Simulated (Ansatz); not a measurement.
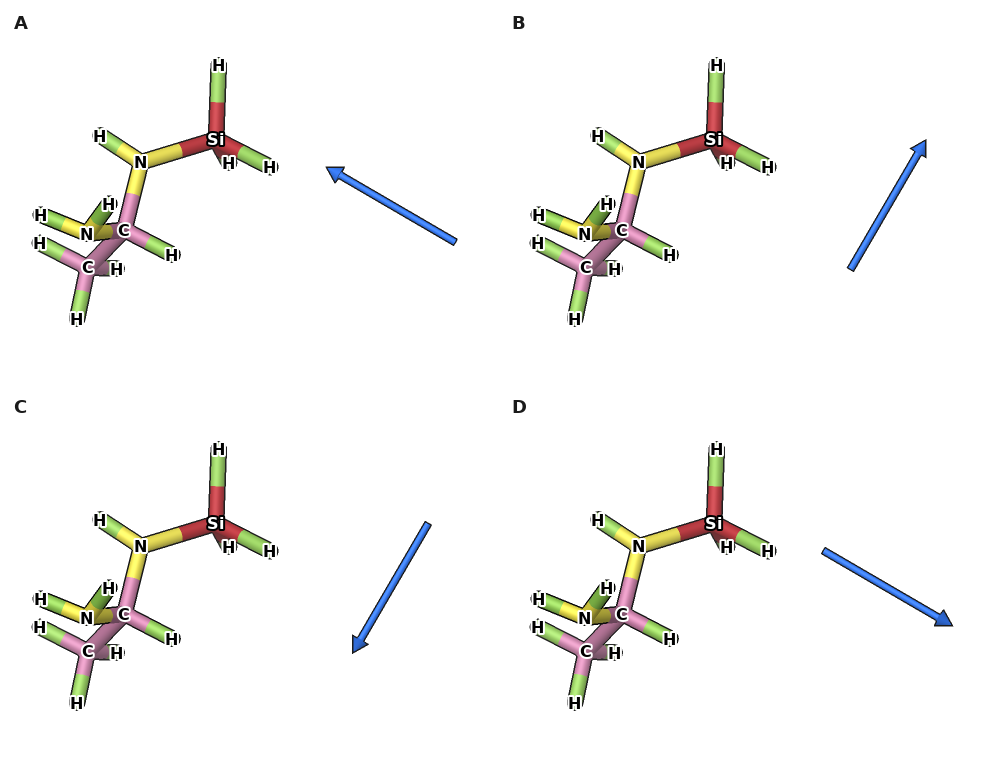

The same molecule four times, each with an arrow. Computed geometry: PBE-D4/def2-SVP optimisation. No frequency run is at hand to confirm it as a minimum. Method: RKS PBE-D4/def2-SVP (Ansatz 0.2.0).

Which arrow points along the dipole moment, from the negative to the positive end?

A. The dipole moment is 1.43 D.
